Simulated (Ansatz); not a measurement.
The reference is LaN in the zinc blende structure (space group F-43m, No. 216; a = 5.546 Å; a hypothetical phase, not in the database extracts checked).

One thing is altered: the cell is scaled by 0.9577 in all directions, atoms relaxed at fixed cell.

Method: Ansatz (a program for electronic structure) PBEsol, no spin-orbit coupling.

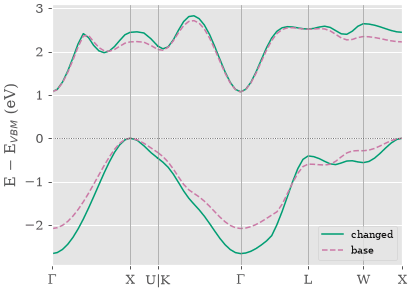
Highest valence and lowest conduction band along the path, each from its own valence-band maximum

Question: From the figure, how large is the changed gap, and is it direct?

Answer: About 1.1 eV, indirect, X → Γ.

The cells carry an imposed strain or load. No phonon test of stability was made.
